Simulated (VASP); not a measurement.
Band structure of TlCl (CsCl type). All values below come from revPBE GGA, VASP's PBE PAW potentials (set 64) (plane waves; VASP).

Unless said otherwise, spin-orbit coupling is left out, though it shifts the bands of the heavy elements here.

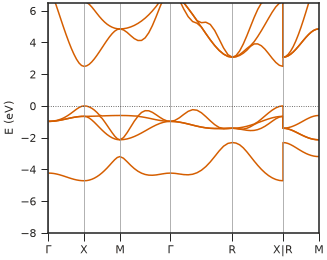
Bands along high-symmetry lines, zero at the valence-band maximum or, without a gap, the Fermi level

Task: Read the plot: is there a gap, and where are the band edges?

Result: The gap is direct, 2.49 eV, from the valence maximum at X to the conduction minimum at X. (Edges off the drawn lines would not show.)

The compound is TlCl in the CsCl type structure. It was relaxed first, which changed the volume by +13 %.
